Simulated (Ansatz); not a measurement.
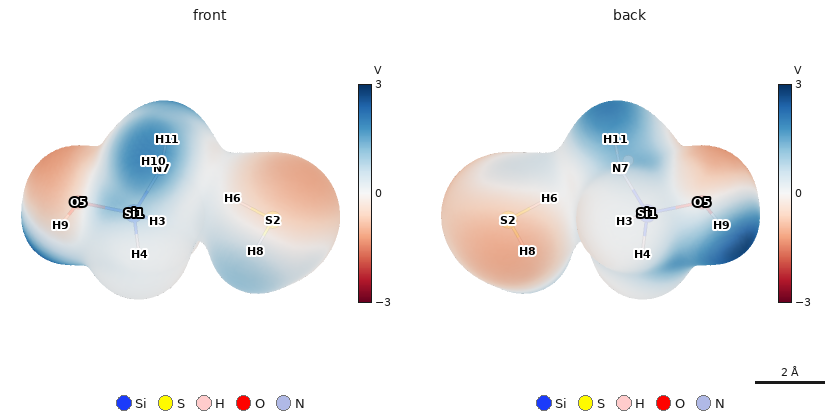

H$_{5}$NOSi···H$_{2}$S. The electrostatic potential painted on the density surface at 0.002 e/bohr³, seen from the front and from behind; the colour scale runs from red (negative) to blue (positive).

The product side of a reaction path; geometry: PBE0-D4/def2-TZVP.

Level of theory: RKS PBE0-D4/def2-TZVPP (Ansatz).

The calculation's input:

```
crystal:
  periodic: [false, false, false]
  atoms:
    - {symbol: Si, position_ang: [-0.792596, 0.699282, -0.055904]}
    - {symbol: S, position_ang: [1.159407, -3.038555, 0.023179]}
    - {symbol: H, position_ang: [-1.520558, -0.027893, -1.126031]}
    - {symbol: H, position_ang: [-1.054929, 0.087718, 1.272880]}
    - {symbol: O, position_ang: [-1.235134, 2.287210, -0.040292]}
    - {symbol: H, position_ang: [1.119198, -1.700429, -0.165430]}
    - {symbol: N, position_ang: [0.882936, 0.530690, -0.373255]}
    - {symbol: H, position_ang: [0.825595, -2.923927, 1.317177]}
    - {symbol: H, position_ang: [-2.152588, 2.501217, 0.135282]}
    - {symbol: H, position_ang: [1.545519, 0.856262, 0.314672]}
    - {symbol: H, position_ang: [1.223048, 0.728226, -1.302478]}
basis:
  gaussian: {orbitals: def2-TZVPP}
hamiltonian: {xc: pbe0, dispersion: d4}
output: {orbitals: {seedname: orbitals}}
```

Command:

```sh
ansatz run in.yaml --threads 4 --pin off --events-out ev --progress --plain --max-ram 9574MiB
```

**Describe the electrostatic potential map.**

The most negative region (about −1.2 V) lies over S2 and O5, the most positive (about +2.7 V) over H9.
